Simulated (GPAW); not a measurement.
**Run report: GeH2Br, property calculation**

The run: property calculation of GeH2Br, multiplicity 2. Method and program: HSE06/plane waves, UKS, scalar-relativistic datasets (GPAW 26.7.0).

The geometry comes from this level: PBE0-D4/def2-TZVP.

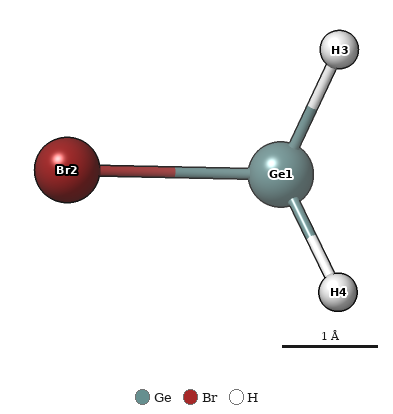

The structure as given in the input (ball-and-stick view, seen at a tilt; atoms are numbered from 1 in the order of the input). Sticks mark near contacts. Bond lengths as drawn: Br–Ge 2.31 Å and Ge–H 1.55 Å.

### The input (calc.py)
```python
import numpy as np
from ase.io import read
from ase.units import Debye
from gpaw import GPAW, PW

molecule = read('gs.sdf')
molecule.center(vacuum=4.5)
molecule.set_initial_magnetic_moments([0.5, 0.5, 0.0, 0.0])

calc = GPAW(mode=PW(500),
            xc='HSE06',
            occupations={'name': 'fermi-dirac', 'width': 0.01, 'fixmagmom': True},
            maxiter=100,
            symmetry='off',
            txt='-')
molecule.calc = calc

energy = molecule.get_potential_energy()
print(f'Energy: {energy:.5f} eV')
forces = molecule.get_forces()
print('Forces (eV/Ang)')
for symbol, f in zip(molecule.symbols, forces):
    print(f'{symbol:2} {f[0]:9.4f} {f[1]:9.4f} {f[2]:9.4f}')
dipole = molecule.get_dipole_moment() / Debye
print(f'Dipole: {np.linalg.norm(dipole):.3f} D')
print('Moments:', molecule.get_magnetic_moments().round(3))
```

### File gs.sdf
```

     RDKit          3D

  4  3  0  0  0  0  0  0  0  0999 V2000
    0.0701   -0.4336   -0.2878 Ge  0  0  0  0  0  3  0  0  0  0  0  0
    1.0305    0.2941    1.6807 Br  0  0  0  0  0  0  0  0  0  0  0  0
   -1.4525   -0.5353   -0.0403 H   0  0  0  0  0  0  0  0  0  0  0  0
    0.4074    0.6146   -1.3728 H   0  0  0  0  0  0  0  0  0  0  0  0
  2  1  1  0
  3  1  1  0
  4  1  1  0
M  RAD  1   1   2
M  END
$$$$
```

Run as:
```bash
python3 -u calc.py | tee calc.out
```

### The program's output
```
__  _  _
 | _ |_)|_||  |
 |__||  | ||/\| - 26.7.0

units:  Angstrom and eV
cores:  1
OpenMP: False

Versions:
  Python: 3.12.14
  ASE:    3.29.0
  Numpy:  2.5.5
  Scipy:  1.18.1
  Libxc:  7.0.0

        _gpaw.cpython-312-aarch64-linux-gnu.so

Input parameters:
  mode=PW(ecut=500.0),
  maxiter=100,
  occupations=Occupations(name='fermi-dirac', width=0.01, fixmagmom=True),
  symmetry=Symmetry(point_group=False, time_reversal=False),
  xc=XC(name='HSE06')

Diagonalizing LCAO Hamiltonian
Converting LCAO to pw mode
       .---------------------------.
      /|                           |
     / |                           |
    /  |                           |
   /   |                           |
  /    |                           |
 *     |                           |
 |     |                           |
 |     |             Br            |
 |     |                           |
 |     |                           |
 |     |       H  Ge               |
 |     |            H              |
 |     |                           |
 |     |                           |
 |     .---------------------------.
 |    /                           /
 |   /                           /
 |  /                           /
 | /                           /
 |/                           /
 *---------------------------*

Atoms  # Å, Bohr magnetons
|   | symbol |        x |        y |        z |    initial magnetic moments |
|---|--------|----------|----------|----------|-----------------------------|
| 0 |     Ge | 6.022600 | 4.601700 | 5.585000 | ( 0.0000,  0.0000,  0.5000) |
| 1 |     Br | 6.983000 | 5.329400 | 7.553500 | ( 0.0000,  0.0000,  0.5000) |
| 2 |      H | 4.500000 | 4.500000 | 5.832500 | ( 0.0000,  0.0000,  0.0000) |
| 3 |      H | 6.359900 | 5.649900 | 4.500000 | ( 0.0000,  0.0000,  0.0000) |

Unit cell  # Å
| periodic |         x |         y |         z |   lengths |    angles |
|----------|-----------|-----------|-----------|-----------|-----------|
|       no | 11.483000 |  0.000000 |  0.000000 | 11.483000 | 90.000000 |
|       no |  0.000000 | 10.149900 |  0.000000 | 10.149900 | 90.000000 |
|       no |  0.000000 |  0.000000 | 12.053500 | 12.053500 | 90.000000 |

Number of symmetries: 1
Symmetry operations  # r_c * U_cc + t_c -> r_c
|   | kind |            matrix            |
|---|------|------------------------------|
| 0 |  E   |  1, 0, 0,  0, 1, 0,  0, 0, 1 |

BZ-sampling:
  Number of BZ points: 1
  Number of IBZ points: 1

  Monkhorst-Pack size: [1, 1, 1]
  Monkhorst-Pack shift: [0, 0, 0]

K-points  # in reciprocal-cell coordinates
|   |                                coordinates |     weight |
|---|--------------------------------------------|------------|
| 0 | (  0.00000000,   0.00000000,   0.00000000) | 1.00000000 |

Plane wave coefficients: 17824
Cutoff: 500.0 eV

Spin-components: 2 (collinear spins)
Bands:           10
Projectors:      16
Spin-degeneracy: 1
Datatype:        float64

  Storage: CPU
  Wave functions: 5_703_680 bytes (5_703_680 per core)
  Projectors: 7_414_784 bytes (7_414_784 per core)

Parallelization:
  kpt:    1
  domain: 1
  band:   1

Density:
  Valence electrons: 13.0
  Components: 2
  Grid points: [60 54 63]
  Charge: 0.0  # |e|

Potential:
  Grid points: [60 54 63]

species:
  Ge:
    name:    Germanium
    Z:       32.0
    valence: 4
    core:    28
    charge:  0.0  # [|e|]
    file:    Ge.PBE.gz
    compensation charges:
      type: gauss
      rc: 0.32  # [Å]
      lmax: 2
    cutoffs:
      filter: 1.77  # [Å]
      core: 3.42  # [Å]
    projectors
    | kind |    occ | energy [eV] | rcut [Å] |
    |------|--------|-------------|----------|
    |   4s |  2.000 |     -11.726 |    1.005 |
    |   4p |  2.000 |      -3.896 |    1.005 |
    |    s |        |      15.485 |    1.005 |
    |    p |        |      23.315 |    1.005 |
    |    d |        |       0.000 |    1.005 |

    Using partial waves for Ge as LCAO basis

  Br:
    name:    Bromine
    Z:       35.0
    valence: 7
    core:    28
    charge:  0.0  # [|e|]
    file:    Br.PBE.gz
    compensation charges:
      type: gauss
      rc: 0.35  # [Å]
      lmax: 2
    cutoffs:
      filter: 1.98  # [Å]
      core: 2.38  # [Å]
    projectors
    | kind |    occ | energy [eV] | rcut [Å] |
    |------|--------|-------------|----------|
    |   4s |  2.000 |     -20.121 |    1.111 |
    |   4p |  5.000 |      -7.861 |    1.111 |
    |    s |        |       7.091 |    1.111 |
    |    p |        |      19.351 |    1.111 |
    |    d |        |       0.000 |    1.111 |

    Using partial waves for Br as LCAO basis

  H:
    name:    Hydrogen
    Z:       1.0
    valence: 1
    core:    0
    charge:  0.0  # [|e|]
    file:    H.PBE.gz
    compensation charges:
      type: gauss
      rc: 0.15  # [Å]
      lmax: 2
    cutoffs:
      filter: 0.85  # [Å]
      core: 0.53  # [Å]
    projectors
    | kind |    occ | energy [eV] | rcut [Å] |
    |------|--------|-------------|----------|
    |   1s |  1.000 |      -6.494 |    0.476 |
    |    s |        |      20.717 |    0.476 |
    |    p |        |       0.000 |    0.476 |

    Using partial waves for H as LCAO basis

Reference energy: -128024.865906  # eV

eigensolver:
  PPCG
  Converge bands: occupied
  niter=2

density mixing:
  MSR1-Mixer
  Pratt-step length: 0.05
  Maximum mixing coefficient: 0.75
  Old densities: 10
  SVD Regularization: 0.005
  Good broyden scale: 1.0
  Trust region scale: 1.0
  Backstep threshold: 4.0
  History deletion threshold: 6.0
  Fourier metric: weight=20.0, sigma=0.015

occupation numbers:
  Fixed magnetic moment: 1.000
  Fermi-Dirac:
    width: 0.0100  # eV

poisson solver:
  ecut: 4000.0  # eV

xc functional:
  name: HYB_GGA_XC_HSE06 with 2 nearest neighbor stencil

Initialization done in: 2.401 s

convergence criteria:
- Maximum [total energy] change in last 3 cyles: 0.0005 eV / valence electron
- Maximum integral of absolute [dens]ity change: 0.0001 electrons / valence electron
- Maximum integral of absolute [eigenst]ate change: 4e-08 eV^2 / valence electron
maximum number of iterations: 100

IBZ(<points: 1, symmetries: 1>)
Occupied bands: 7
Transforming wave functions from IBZ to BZ: 0.011 seconds
Distributing wave functions and iFFT-ing to real space: 0.094 seconds
SCF iterations
|iter     |     time |      energy | eigst |  dens |  magmom |
|---------|----------|-------------|-------|-------|---------|
|iter:   1| 00:00:08 |-1162.076949 | +0.26 |       |  +0.9923|
|iter:   2| 00:00:21 |  -38.271753 | -0.63 | -0.54 |  +0.9927|
|iter:   3| 00:00:33 |  -38.141973 | -1.61 | -0.64 |  +0.9944|
|iter:   4| 00:00:45 |  -37.995929 | -1.78 | -0.78 |  +0.9968|
|iter:   5| 00:00:57 |  -38.010728 | -2.20 | -1.02 |  +0.9987|
|iter:   6| 00:01:09 |  -37.971348 | -2.89 | -1.24 |  +0.9997|
|iter:   7| 00:01:20 |  -37.966079 | -3.63 | -1.54 |  +0.9999|
|iter:   8| 00:01:32 |  -37.956969 | -3.66 | -1.65 |  +1.0000|
|iter:   9| 00:01:46 |  -37.951219 | -3.74 | -1.82 |  +1.0000|
|iter:  10| 00:01:58 |  -37.948311 | -3.63 | -2.03 |  +1.0000|
|iter:  11| 00:02:10 |  -37.948557c| -4.41 | -2.63 |  +1.0000|
|iter:  12| 00:02:23 |  -37.948594c| -5.57 | -3.21 |  +1.0000|
|iter:  13| 00:02:36 |  -37.948599c| -5.57 | -3.20 |  +1.0000|
|iter:  14| 00:02:49 |  -37.948588c| -6.63 | -3.29 |  +1.0000|
|iter:  15| 00:03:02 |  -37.948588c| -6.76 | -3.81 |  +1.0000|
|iter:  16| 00:03:14 |  -37.948588c| -8.31c| -4.20c|  +1.0000|

Converged in 16 steps
SCF loop duration: 192.167 s (12.010 s/step)
Energy contributions relative to reference atoms: (reference = -128024.865906)

Energy contributions:
  Kinetic:          12.499867
  Coulomb:         -12.814795
  Zero:             -0.207071
  External:          0.000000
  Xc:             1111.101238
  Entropy:          -0.000000
  Spinorbit:         0.000000
  Hybrid_Xc_Cc:     -1117.647605
  Hybrid_Xc_Vc:        -9.053042
  Hybrid_Xc_Vv:       -21.827180
  ----------------------------
  Free energy:     -37.948588
  Extrapolated:    -37.948588

dipole moment: (-0.151121, -0.100622, -0.296457)  # |e|*Ang

Total magnetic moment: (0.000000, 0.000000, 1.000000)

Local magnetic moments
|        x |        y |        z |
|----------|----------|----------|
| 0.000000 | 0.000000 | 0.217888 |  # Ge   0
| 0.000000 | 0.000000 | 0.077209 |  # Br   1
| 0.000000 | 0.000000 | 0.023561 |  # H    2
| 0.000000 | 0.000000 | 0.023556 |  # H    3

Fermi levels: -4.109, -6.988
Eigenvalues  # (at kpt = [0.000, 0.000, 0.000])
| band index |      eig [eV] | occ [0-1] |      eig [eV] | occ [0-1] |
|------------|---------------|-----------|---------------|-----------|
|          0 |       -21.539 |     1.000 |       -21.393 |     1.000 |
|          1 |       -15.088 |     1.000 |       -14.492 |     1.000 |
|          2 |        -9.902 |     1.000 |        -9.581 |     1.000 |
|          3 |        -9.549 |     1.000 |        -9.292 |     1.000 |
|          4 |        -8.241 |     1.000 |        -7.904 |     1.000 |
|          5 |        -7.627 |     1.000 |        -7.538 |     1.000 |
|          6 |        -5.861 |     1.000 |        -3.493 |     0.000 |
|          7 |        -1.017 |     0.000 |        -0.731 |     0.000 |
|          8 |        -0.411 |     0.000 |        -0.273 |     0.000 |
|          9 |         0.553 |     0.000 |         0.621 |     0.000 |

Gap: 2.369 eV
Transition (v -> c):
  (s=0, k=0, n=6, [0.00, 0.00, 0.00]) -> (s=1, k=0, n=6, [0.00, 0.00, 0.00])
No difference between direct/indirect transitions
vacuum-level: 0.363  # V
Energy: -37.94859 eV

Forces  # eV/Ang
|        x |        y |        z |
|----------|----------|----------|
|  0.02114 | -0.07279 | -0.02748 |  # Ge   0
|  0.01370 |  0.02378 |  0.03746 |  # Br   1
| -0.04194 |  0.01006 |  0.01272 |  # H    2
|  0.00622 |  0.04130 | -0.02205 |  # H    3

Force computation time: 1.424  # s
Forces (eV/Ang)
Ge    0.0211   -0.0728   -0.0275
Br    0.0137    0.0238    0.0375
H    -0.0419    0.0101    0.0127
H     0.0062    0.0413   -0.0220
Dipole: 1.670 D
Moments: [0.218 0.077 0.024 0.024]
```

### Summary

```json
{"quantity": "outcome", "value": "converged"}
{"quantity": "energy relative to the program's reference atoms", "value": "−37.9486 eV"}
{"quantity": "largest force", "value": "0.081 eV/Å"}
{"quantity": "dipole moment", "value": "1.67 D"}
{"quantity": "hardware", "value": "1 thread of Arm Neoverse V1, 112 GiB of memory available, shared host"}
{"quantity": "wall time", "value": "3.3 min"}
{"quantity": "peak memory", "value": "0.71 GiB"}
```
